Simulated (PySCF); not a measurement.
# [GeH5]− (SMILES [H][Ge-]([H])([H])([H])[H]): levels of theory compared

Aim: a comparison of 6 runs (MP2/STO-6G, CCSDT/STO-6G, QCISD(T)/STO-6G, CISD/STO-6G, CCSD(T)/STO-6G, FCI/STO-6G) of [GeH5]−. Input form: a Python script.

The results are computed with PySCF 2.14.0.

7 further runs of the same task are left out: 1 that didn't finish, 6 set aside as unsound or not needed.

## (1) The molecule

[GeH5]− has 6 atoms, charge -1, and is taken as a singlet. SMILES: `[H][Ge-]([H])([H])([H])[H]`. The Ge1–H5 distance was set to 2.725 Å, away from the relaxed value. At this shape a bond of the SMILES string is far longer than usual.

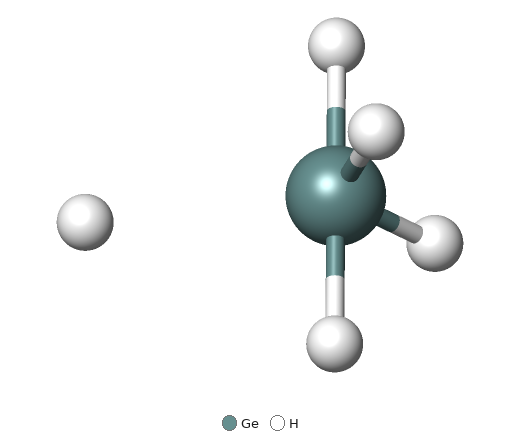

Viewed from a chosen angle; germanium teal, hydrogen white.

## (2) The energy at MP2/STO-6G (run 1)

mol.xyz

```xyz
6

Ge     0.613960    -1.045224     0.011822
H      0.590310    -1.049914     1.773922
H      0.635790    -1.034724    -1.769638
H      2.128690    -1.033184     0.020902
H     -0.767040     1.304120     0.000050
H     -0.132750    -2.361954    -0.010898
```

run.py

```python
from pyscf import gto, mp

mol = gto.Mole()
mol.atom = 'mol.xyz'
mol.basis = 'sto-6g'
mol.verbose = 3
mol.max_memory = 1860
mol.spin = 0
mol.charge = -1
mol.build()

hf = mol.RHF()
hf.conv_tol = 1e-10
hf.kernel()
if not hf.converged:
    hf = hf.newton().run(hf.mo_coeff, hf.mo_occ)

pt = mp.MP2(hf, frozen=9).run()
etot = pt.e_tot
print('E = %.10f Eh' % etot)
```

Launch:

```console
$ OMP_NUM_THREADS=1 python run.py
```

The log of the run:

```text
converged SCF energy = -2066.74362854167
E(RMP2) = -2066.82245041686  E_corr = -0.0788218751853341
E(SCS-RMP2) = -2066.83667535652  E_corr = -0.0930468148447114
E = -2066.8224504169 Eh
```

Wall time 1.3 s (1 thread of Arm Neoverse V1, shared host); peak memory 0.12 GiB.

## (3) The energy at CCSDT/STO-6G (run 2)

run.py

```python
from pyscf import gto, cc

mol = gto.M(
    atom=[
    ('Ge', (0.613960, -1.045224, 0.011822)),
    ('H', (0.590310, -1.049914, 1.773922)),
    ('H', (0.635790, -1.034724, -1.769638)),
    ('H', (2.128690, -1.033184, 0.020902)),
    ('H', (-0.767040, 1.304120, 0.000050)),
    ('H', (-0.132750, -2.361954, -0.010898)),
],
    verbose=4,
    basis='sto-6g',
    charge=-1,
    max_memory=1860,
)

hf = mol.RHF()
hf.conv_tol = 1e-10
hf.kernel()
if not hf.converged:
    hf = hf.newton().run(hf.mo_coeff, hf.mo_occ)

mycc = cc.CCSDT(hf, frozen=9)
mycc.kernel()
energy = mycc.e_tot
print(f'total energy: {energy:.8f} hartree')
```

Launch:

```console
$ OMP_NUM_THREADS=1 python run.py
```

The log of the run:

```text
PySCF version 2.14.0

[... 58 lines left out ...]
converged SCF energy = -2066.74362854167
[... 16 lines left out ...]
WARN: A large `blksize` is being used, which may cause large memory consumption
[... 12 lines left out ...]
Init t2, MP2 energy = -2066.822450417828  E_corr(MP2) -0.078821876154
[... 17 lines left out ...]
RCCSDT converged
[... 3 lines left out ...]
total energy: -2066.87228272 hartree
```

Run time: 2.6 s. Hardware: 1 thread of Arm Neoverse V1, shared host; peak memory 0.12 GiB.

Runs 3 to 4 aren't shown in full; the table further down has their settings and results.

## (4) A single-point energy at CCSD(T)/STO-6G (run 5)

job.py

```python
from pyscf import gto, cc

system = gto.M(
    atom=[
    ('Ge', (0.613960, -1.045224, 0.011822)),
    ('H', (0.590310, -1.049914, 1.773922)),
    ('H', (0.635790, -1.034724, -1.769638)),
    ('H', (2.128690, -1.033184, 0.020902)),
    ('H', (-0.767040, 1.304120, 0.000050)),
    ('H', (-0.132750, -2.361954, -0.010898)),
],
    max_memory=1860,
    charge=-1,
    basis='sto-6g',
    verbose=4,
    spin=0,
)

hf = system.RHF()
hf.conv_tol = 1e-10
hf.kernel()
if not hf.converged:
    hf = hf.newton().run(hf.mo_coeff, hf.mo_occ)

mycc = cc.CCSD(hf, frozen=9)
mycc.kernel()
e_t = mycc.ccsd_t()
etot = mycc.e_tot + e_t
print('Final energy', etot)
```

Launch:

```console
$ OMP_NUM_THREADS=1 python job.py
```

The log of the run:

```text
PySCF version 2.14.0

[... 58 lines left out ...]
converged SCF energy = -2066.74362854167
[... 12 lines left out ...]
Init t2, MP2 energy = -2066.82245041783  E_corr(MP2) -0.0788218761537498
[... 14 lines left out ...]
CCSD converged
[... 2 lines left out ...]
Final energy -2066.871643414604
```

It took 1.4 s on 1 thread of Arm Neoverse V1, shared host; peak memory 0.12 GiB.

## (5) The energy at FCI/STO-6G (run 6)

start.xyz

```xyz
6

Ge     0.613960    -1.045224     0.011822
H      0.590310    -1.049914     1.773922
H      0.635790    -1.034724    -1.769638
H      2.128690    -1.033184     0.020902
H     -0.767040     1.304120     0.000050
H     -0.132750    -2.361954    -0.010898
```

job.py

```python
from pyscf import gto, scf, mcscf
from pyscf import fci

molecule = gto.M(
    atom='start.xyz',
    verbose=4,
    charge=-1,
    spin=0,
    basis='sto-6g',
    max_memory=1860,
)

hf = scf.RHF(molecule)
hf.conv_tol = 1e-10
hf.kernel()
if not hf.converged:
    hf = hf.newton().run(hf.mo_coeff, hf.mo_occ)

cas = mcscf.CASCI(hf, hf.mo_coeff.shape[-1] - 9, (molecule.nelec[0] - 9, molecule.nelec[1] - 9))  # full CI above the frozen core
cas.fcisolver = fci.direct_spin0.FCI(molecule)  # even spin states alone
cas.kernel()
print('<S^2> = %.4f' % cas.fcisolver.spin_square(cas.ci, cas.ncas, cas.nelecas)[0])
e_tot = cas.e_tot
print('E(%s) = %.9f' % ('FCI', e_tot))
```

Launch:

```console
$ OMP_NUM_THREADS=1 python job.py
```

The log of the run:

```text
PySCF version 2.14.0

[INPUT] num. atoms = 6
[INPUT] num. electrons = 38
[INPUT] charge = -1
[INPUT] spin (= nelec alpha-beta = 2S) = 0
[INPUT] symmetry False subgroup None
[INPUT] Mole.unit = angstrom
[INPUT] Symbol           X                Y                Z      unit          X                Y                Z       unit  Magmom
[INPUT]  1 Ge     0.613960000000  -1.045224000000   0.011822000000 AA    1.160216251438  -1.975187098822   0.022340342245 Bohr   0.0
[INPUT]  2 H      0.590310000000  -1.049914000000   1.773922000000 AA    1.115524228592  -1.984049914347   3.352226746341 Bohr   0.0
[INPUT]  3 H      0.635790000000  -1.034724000000  -1.769638000000 AA    1.201468972737  -1.955344974514  -3.344131159623 Bohr   0.0
[INPUT]  4 H      2.128690000000  -1.033184000000   0.020902000000 AA    4.022641104100  -1.952434796283   0.039499055456 Bohr   0.0
[INPUT]  5 H     -0.767040000000   1.304120000000   0.000050000000 AA   -1.449495526586   2.464429633568   0.000094486306 Bohr   0.0
[INPUT]  6 H     -0.132750000000  -2.361954000000  -0.010898000000 AA   -0.250861143036  -4.463446178821  -0.020594235306 Bohr   0.0

nuclear repulsion = 49.560758360124
number of shells = 13
number of NR pGTOs = 138
number of NR cGTOs = 23
basis = sto-6g
ecp = {}

******** <class 'pyscf.scf.hf.RHF'> ********
method = RHF
initial guess = minao
damping factor = 0
level_shift factor = 0
DIIS = <class 'pyscf.scf.diis.CDIIS'>
diis_start_cycle = 1
diis_space = 8
diis_damp = 0
SCF conv_tol = 1e-10
SCF conv_tol_grad = None
SCF max_cycles = 50
direct_scf = True
direct_scf_tol = 1e-13
Set gradient conv threshold to 1e-05
Initial guess from minao.
init E= -2064.13517534047
  HOMO = -0.251011730831094  LUMO = -0.139297096343964  gap/eV = 3.03991
cycle= 1 E= -2066.65674525205  delta_E= -2.52  |g|= 0.437  |ddm|= 2.48
  HOMO = 0.0957867953780789  LUMO = 0.467984540484603  gap/eV = 10.12802
cycle= 2 E= -2066.7408427003  delta_E= -0.0841  |g|= 0.0624  |ddm|= 0.957
  HOMO = 0.106865313026561  LUMO = 0.436146351295159  gap/eV = 8.96019
cycle= 3 E= -2066.74354575327  delta_E= -0.0027  |g|= 0.00975  |ddm|= 0.189
  HOMO = 0.0959041312433841  LUMO = 0.435806562308793  gap/eV = 9.24922
cycle= 4 E= -2066.74362287987  delta_E= -7.71e-05  |g|= 0.00241  |ddm|= 0.0283
  HOMO = 0.0973395483602313  LUMO = 0.435957721067864  gap/eV = 9.21427
cycle= 5 E= -2066.74362835782  delta_E= -5.48e-06  |g|= 0.000385  |ddm|= 0.00818
  HOMO = 0.0972938320431128  LUMO = 0.435950588955877  gap/eV = 9.21532
cycle= 6 E= -2066.74362853832  delta_E= -1.81e-07  |g|= 5.17e-05  |ddm|= 0.00158
  HOMO = 0.0972644130118457  LUMO = 0.435952614192005  gap/eV = 9.21618
cycle= 7 E= -2066.7436285415  delta_E= -3.17e-09  |g|= 1.29e-05  |ddm|= 0.000193
  HOMO = 0.0972664476375468  LUMO = 0.435949503134929  gap/eV = 9.21604
cycle= 8 E= -2066.74362854167  delta_E= -1.7e-10  |g|= 2.06e-06  |ddm|= 4.3e-05
  HOMO = 0.0972660523967348  LUMO = 0.435950304918352  gap/eV = 9.21607
cycle= 9 E= -2066.74362854168  delta_E= -1e-11  |g|= 2.61e-07  |ddm|= 7.08e-06
  HOMO = 0.0972660580588162  LUMO = 0.435950216093204  gap/eV = 9.21607
Extra cycle  E= -2066.74362854167  delta_E= 4.55e-13  |g|= 9.82e-08  |ddm|= 5.56e-07
converged SCF energy = -2066.74362854167

******** <class 'pyscf.mcscf.casci.CASCI'> ********
CAS (10e+10e, 14o), ncore = 9, nvir = 0
natorb = False
canonicalization = True
sorting_mo_energy = False
******** <class 'pyscf.fci.direct_spin0.FCISolver'> ********
max. cycles = 100
conv_tol = 1e-10
davidson only = False
linear dependence = 1e-14
level shift = 0.001
max iter space = 12
nroots = 1
pspace_size = 400
spin = None
Density matrix diagonal elements [1.99136435 1.99741257 1.99877614 1.99993712 1.99993553 1.99370122
 1.97820205 1.9643997  1.94928913 1.69292758 0.33357445 0.03445763
 0.04210808 0.02391447]
CASCI converged
CASCI E = -2066.87197650654  E(CI) = -116.472196868850  S^2 = 0.0000000
<S^2> = 0.0000
E(FCI) = -2066.871976507
```

Run time: 23 s. Hardware: 1 thread of Arm Neoverse V1, shared host; peak memory 0.34 GiB.

## (6) Overview of the runs

```
run            level   energy (Eh)  HOMO energy (eV)  LUMO energy (eV)  HOMO–LUMO gap (eV)  wall time
  1       MP2/STO-6G  -2066.822450              2.65             11.86                9.22      1.3 s
  2     CCSDT/STO-6G  -2066.872283              2.65             11.86                9.22      2.6 s
  3  QCISD(T)/STO-6G  -2066.871490              2.65             11.86                9.22      1.3 s
  4      CISD/STO-6G  -2066.858412              2.65             11.86                9.22      1.3 s
  5   CCSD(T)/STO-6G  -2066.871643              2.65             11.86                9.22      1.4 s
  6       FCI/STO-6G  -2066.871977              2.65             11.86                9.22       23 s
```

## (7) Results

| quantity | value |
| --- | --- |
| run 6: total energy | -2066.87198 Eh |
| run 6: HOMO energy (Hartree–Fock orbitals) | 2.65 eV |
| run 6: LUMO energy (Hartree–Fock orbitals) | 11.86 eV |
| run 6: HOMO–LUMO gap (to an unbound level, set by the basis) | 9.22 eV |
| run 6: correlation energy (9 core orbitals frozen) | -128.3 mEh |

What this shows: Against full CI in this basis: MP2 +49.5 mEh; CCSDT -0.3 mEh; QCISD(T) +0.5 mEh; CISD +13.6 mEh; CCSD(T) +0.3 mEh. In runs 1, 2, 3, 4, 5, 6 the HOMO lies above zero, so the outermost electron may be held by the basis alone. In runs 3, 5 the T1 diagnostic is large, so a single reference may not serve. In runs 1, 2, 3, 4, 5, 6 the basis is minimal, so the values are rough. All runs together took 31 s, the longest 23 s.
